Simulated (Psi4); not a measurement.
# C2H4: frequency calculation (part 2 of 3)

C2H4, SMILES C=C; HF/def2-TZVP, RHF (Psi4 1.11). The geometry was optimised with hf/def2-TZVP.

Geometry of the input (Å):
```
C  -0.0869  -0.6356  -0.1419
C  0.0867  0.6355  0.1418
H  0.0315  -1.4016  0.6029
H  -0.3545  -0.9620  -1.1305
H  -0.0315  1.4015  -0.6030
H  0.3544  0.9620  1.1304
```

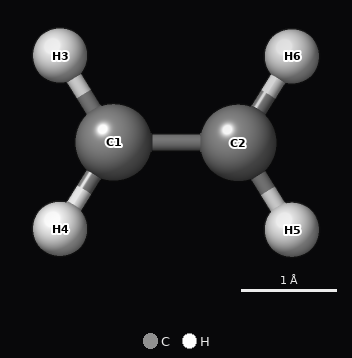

*The input geometry (ball-and-stick view, seen on its broad side; atoms are numbered from 1 in the order of the input).*

What the program printed, continued
```
  Basis Set: (DEF2-TZVP AUX)
    Blend: DEF2-UNIVERSAL-JKFIT
    Number of shells: 74
    Number of basis functions: 222
    Number of Cartesian functions: 258
    Spherical Harmonics?: true
    Max angular momentum: 4

  Minimum eigenvalue in the overlap matrix is 2.0188583680E-04.
  Reciprocal condition number of the overlap matrix is 2.8634552478E-05.
    Using symmetric orthogonalization.

  ==> Pre-Iterations <==

  SCF Guess: Superposition of Atomic Densities via on-the-fly atomic UHF (no occupation information).

   -------------------------
    Irrep   Nso     Nmo
   -------------------------
     A         86      86
   -------------------------
    Total      86      86
   -------------------------

  ==> Iterations <==

                           Total Energy        Delta E     RMS |[F,P]|

   @DF-RHF iter SAD:   -77.34555535684241   -7.73456e+01   0.00000e+00
   @DF-RHF iter   1:   -77.99244266473991   -6.46887e-01   4.13210e-03 DIIS/ADIIS
   @DF-RHF iter   2:   -78.05459055198193   -6.21479e-02   1.66748e-03 DIIS/ADIIS
   @DF-RHF iter   3:   -78.06496861953180   -1.03781e-02   2.63281e-04 DIIS/ADIIS
   @DF-RHF iter   4:   -78.06549631994406   -5.27700e-04   2.60079e-05 DIIS
   @DF-RHF iter   5:   -78.06550199743859   -5.67749e-06   3.03158e-06 DIIS
   @DF-RHF iter   6:   -78.06550208260079   -8.51622e-08   3.32306e-07 DIIS
   @DF-RHF iter   7:   -78.06550208349002   -8.89230e-10   5.84151e-08 DIIS
   @DF-RHF iter   8:   -78.06550208351844   -2.84217e-11   7.92876e-09 DIIS
  Energy and wave function converged.

  ==> Post-Iterations <==

    Orbital Energies [Eh]
    ---------------------

    Doubly Occupied:

       1A    -11.224547     2A    -11.222653     3A     -1.039896
       4A     -0.793756     5A     -0.647246     6A     -0.592718
       7A     -0.506250     8A     -0.381240

    Virtual:

       9A      0.146124    10A      0.177000    11A      0.196912
      12A      0.200005    13A      0.245364    14A      0.301784
      15A      0.324805    16A      0.334857    17A      0.344673
      18A      0.402908    19A      0.459630    20A      0.473912
      21A      0.586299    22A      0.629635    23A      0.646289
      24A      0.651258    25A      0.725011    26A      0.787271
      27A      0.836921    28A      0.927648    29A      0.983285
      30A      0.995189    31A      1.077533    32A      1.153611
      33A      1.270937    34A      1.303600    35A      1.335514
      36A      1.481822    37A      1.558470    38A      1.731237
      39A      1.784955    40A      1.812562    41A      1.878521
      42A      1.895369    43A      1.991493    44A      2.009810
      45A      2.028846    46A      2.088810    47A      2.090479
      48A      2.117831    49A      2.326719    50A      2.486251
      51A      2.549447    52A      2.621715    53A      2.654126
      54A      2.698901    55A      2.722910    56A      2.848397
      57A      2.906955    58A      2.939555    59A      2.939959
      60A      3.069675    61A      3.184742    62A      3.226894
      63A      3.253200    64A      3.306835    65A      3.385055
      66A      3.410880    67A      3.467305    68A      3.505022
      69A      3.522179    70A      3.627485    71A      3.714640
      72A      3.736168    73A      3.769421    74A      3.830895
      75A      4.018271    76A      4.067465    77A      4.452879
      78A      4.493953    79A      4.606316    80A      4.737997
      81A      4.819992    82A      4.944049    83A      5.062324
      84A      5.417173    85A     23.055328    86A     23.753667

    Final Occupation by Irrep:
              A
    DOCC [     8 ]
    NA   [     8 ]
    NB   [     8 ]

  @DF-RHF Final Energy:   -78.06550208351844

   => Energetics <=

    Nuclear Repulsion Energy =             33.7508511798793407
    One-Electron Energy =                -170.8160940598589832
    Two-Electron Energy =                  58.9997407964612108
    Total Energy =                        -78.0655020835184388

Computation Completed

Properties will be evaluated at   0.000000,   0.000000,   0.000000 [a0]

Properties computed using the SCF density matrix

 Multipole Moments:

 ------------------------------------------------------------------------------------
     Multipole            Electronic (a.u.)      Nuclear  (a.u.)        Total (a.u.)
 ------------------------------------------------------------------------------------

 L = 1.  Multiply by 2.5417464519 to convert [e a0] to [Debye]
 Dipole X            :         -0.0002250            0.0003604            0.0001354
 Dipole Y            :          0.0000072           -0.0000169           -0.0000097
 Dipole Z            :          0.0000378           -0.0000706           -0.0000328
 Magnitude           :                                                    0.0001396

 ------------------------------------------------------------------------------------

	total time  =          0 seconds =       0.00 minutes

         ------------------------------------------------------------
                                   SCF HESS
         ------------------------------------------------------------

  ==> Geometry <==

    Molecular point group: c1
    Full point group: C1

    Geometry (in Angstrom), charge = 0, multiplicity = 1:

       Center              X                  Y                   Z               Mass
    ------------   -----------------  -----------------  -----------------  -----------------
         C           -0.086818143148    -0.635566744975    -0.141846836087    12.000000000000
         C            0.086785856852     0.635568255025     0.141853163913    12.000000000000
         H            0.031589856852    -1.401562744975     0.602914163913     1.007825032230
         H           -0.354369143148    -0.962000744975    -1.130429836087     1.007825032230
         H           -0.031368143148     1.401561255025    -0.602952836087     1.007825032230
         H            0.354531856852     0.961984255025     1.130393163913     1.007825032230

  Nuclear repulsion =   33.750851179879341

  ==> Basis Set <==

  Basis Set: DEF2-TZVP
    Blend: DEF2-TZVP
    Number of shells: 38
    Number of basis functions: 86
    Number of Cartesian functions: 96
    Spherical Harmonics?: true
    Max angular momentum: 3

  ==> DFJKGrad: Density-Fitted SCF Gradients <==

    Gradient:                    2
    J tasked:                  Yes
    K tasked:                  Yes
    wK tasked:                  No
    Integrals threads:           1
    Memory [MiB]:             1144
    Schwarz Cutoff:          1E-12
    Fitting Condition:       1E-10

   => Auxiliary Basis Set <=

  Basis Set: (DEF2-TZVP AUX)
    Blend: DEF2-UNIVERSAL-JKFIT
    Number of shells: 74
    Number of basis functions: 222
    Number of Cartesian functions: 258
    Spherical Harmonics?: true
    Max angular momentum: 4

  DFHelper Memory: AOs need 0.014 GiB; user supplied 1.341 GiB.
  SCF_SUBTYPE=INCORE selected. In-core MEM_DF algorithm will be used.
  Using in-core AOs.

  ==> MemDFJK: Density-Fitted J/K Matrices <==

    J tasked:                   Yes
    K tasked:                   Yes
    wK tasked:                   No
    Memory [MiB]:              1373
    Algorithm:                 Core
    Schwarz Cutoff:           1E-12
    Mask sparsity (%):       0.0270
    Fitting Condition:        1E-10

   => Auxiliary Basis Set <=

  Basis Set: (DEF2-TZVP AUX)
    Blend: DEF2-UNIVERSAL-JKFIT
    Number of shells: 74
    Number of basis functions: 222
    Number of Cartesian functions: 258
    Spherical Harmonics?: true
    Max angular momentum: 4

   ==> Coupled-Perturbed RHF Solver <==

    Maxiter             =         100
    Convergence         =   1.000E-06
    Number of equations =          18
   -----------------------------------------------------
     Iter   Residual RMS      Max RMS  Remain  Time [s]
   -----------------------------------------------------
        1      4.400e-01    5.172e-01      18         0
        2      1.430e-01    2.000e-01      18         0
        3      3.514e-02    5.014e-02      18         1
        4      1.026e-02    1.494e-02      18         1
        5      2.767e-03    4.155e-03      18         1
        6      7.647e-04    1.054e-03      18         1
        7      2.030e-04    2.794e-04      18         1
        8      4.263e-05    6.973e-05      18         1
        9      9.527e-06    1.717e-05      18         1
       10      2.019e-06    3.701e-06      14         1
       11      5.417e-07    7.753e-07       0         1
  ## Total Hessian (Symmetry 0) ##
  Irrep: 1 Size: 18 x 18

                 1                   2                   3                   4                   5

    1     0.18004215128637     0.07801951144092     0.13642520916475    -0.07699457876260    -0.07192238532037
    2     0.07801951144092     0.95332635799245     0.04588783255682    -0.07193343512494    -0.62069125316064
    3     0.13642520916475     0.04588783255682     0.68514272009979    -0.03112725554210    -0.10718786568675
    4    -0.07699457876260    -0.07193343512494    -0.03112725554210     0.18005780741100     0.07809561105486
    5    -0.07192238532037    -0.62069125316064    -0.10718786568675     0.07809561105486     0.95331906459665
    6    -0.03112549128212    -0.10718601629437    -0.15512116479430     0.13642427660767     0.04586614656273
    7    -0.05193419353905     0.02284288253459    -0.02937901589910     0.00858289261618    -0.00430265021491
    8     0.02132987025843    -0.21425317824975     0.14415071423990     0.00459188169776    -0.02023923073024
    9    -0.02886516724544     0.15036752752459    -0.21595052344298     0.00000238901010    -0.00806917889972
   10    -0.06646435129201    -0.02361149772667    -0.07336968952332     0.00676842950002    -0.00101887691915
   11    -0.02209494869720    -0.09304648174292    -0.07508709318090    -0.00991791569994    -0.00509727307049
   12    -0.07388191246304    -0.08130278177070    -0.32262773224841    -0.00255423653722     0.00030354622813
   13     0.00858373574782    -0.00430035669528     0.00300869548322    -0.05192184980319     0.02278135285200
   14     0.00458852012453    -0.02023808053828     0.02846824091449     0.02127830792981    -0.21424941974531
   15     0.00000301420519    -0.00806984133896     0.01094099764526    -0.02882579049907     0.15037727094023
   16     0.00676723656297    -0.00101710443648    -0.00555794369118    -0.06649270095141    -0.02363305145012
   17    -0.00992056783679    -0.00509736454272    -0.03623182889620    -0.02211444982498    -0.09304188764185
   18    -0.00255565237921     0.00030327934918    -0.00238429724797    -0.07391938305273    -0.08128991918567

                 6                   7                   8                   9                  10

    1    -0.03112549128212    -0.05193419353905     0.02132987025843    -0.02886516724544    -0.06646435129201
    2    -0.10718601629437     0.02284288253459    -0.21425317824975     0.15036752752459    -0.02361149772667
    3    -0.15512116479430    -0.02937901589910     0.14415071423990    -0.21595052344298    -0.07336968952332
    4     0.13642427660767     0.00858289261618     0.00459188169776     0.00000238901010     0.00676842950002
    5     0.04586614656273    -0.00430265021491    -0.02023923073024    -0.00806917889972    -0.00101887691915
    6     0.68512690886118     0.00300522805717     0.02846839165315     0.01094166692597    -0.00555562525207
    7     0.00300522805717     0.03542638263433    -0.02316957139194     0.03264943778209     0.00370887411823
    8     0.02846839165315    -0.02316957139194     0.22746506540846    -0.16200614237554    -0.00144859478546
    9     0.01094166692597     0.03264943778209    -0.16200614237554     0.21813848435660    -0.00317994236898
   10    -0.00555562525207     0.00370887411823    -0.00144859478546    -0.00317994236898     0.05167581342998
   11    -0.03623275890378     0.00574030667522     0.01042286325086     0.02160992409935     0.02708459188699
   12    -0.00238499088057    -0.00560686757764    -0.00791324813122    -0.01575182054584     0.08241960004011
   13    -0.02932849090938     0.01365981422134    -0.00212242556303    -0.00330654006438    -0.00944436823461
   14     0.14415799553694    -0.00212578414331    -0.00493605693040    -0.00210916808447     0.00082153987296
   15    -0.21596513993221    -0.00330430123107    -0.00211019145799     0.00177550794954     0.00269845304154
   16    -0.07341989722121    -0.00944377005310     0.00081883978718     0.00269982288228     0.01375560247383
   17    -0.07507375850689     0.00101481654137     0.00154053722272     0.00020703775083    -0.00182716234332
   18    -0.32259728019175     0.00263551886695    -0.00058952393580     0.00084668475493    -0.00301279593716

                11                  12                  13                  14                  15

    1    -0.02209494869720    -0.07388191246304     0.00858373574782     0.00458852012453     0.00000301420519
    2    -0.09304648174292    -0.08130278177070    -0.00430035669528    -0.02023808053828    -0.00806984133896
    3    -0.07508709318090    -0.32262773224841     0.00300869548322     0.02846824091449     0.01094099764526
    4    -0.00991791569994    -0.00255423653722    -0.05192184980319     0.02127830792981    -0.02882579049907
    5    -0.00509727307049     0.00030354622813     0.02278135285200    -0.21424941974531     0.15037727094023
    6    -0.03623275890378    -0.00238499088057    -0.02932849090938     0.14415799553694    -0.21596513993221
    7     0.00574030667522    -0.00560686757764     0.01365981422134    -0.00212578414331    -0.00330430123107
    8     0.01042286325086    -0.00791324813122    -0.00212242556303    -0.00493605693040    -0.00211019145799
    9     0.02160992409935    -0.01575182054584    -0.00330654006438    -0.00210916808447     0.00177550794954
   10     0.02708459188699     0.08241960004011    -0.00944436823461     0.00082153987296     0.00269845304154
   11     0.09191938342317     0.09011877703250     0.00101324714663     0.00154045640226     0.00020771004358
   12     0.09011877703250     0.33743458336914     0.00263377933254    -0.00059004952714     0.00084737862160
   13     0.00101324714663     0.00263377933254     0.03541277610412    -0.02311525189102     0.03260349312800
   14     0.00154045640226    -0.00059004952714    -0.02311525189102     0.22746086475257    -0.16201420340691
   15     0.00020771004358     0.00084737862160     0.03260349312800    -0.16201420340691     0.21815409772290
   16    -0.00182528131463    -0.00301036279573     0.00370989196192    -0.00144733189106    -0.00317486865021
   17    -0.00573894829875    -0.00061624386447     0.00574343414825     0.01042223611046     0.02160925519031
   18    -0.00061655908839     0.00248258169176    -0.00561093697112    -0.00791281543051    -0.01575284200880

                16                  17                  18
```
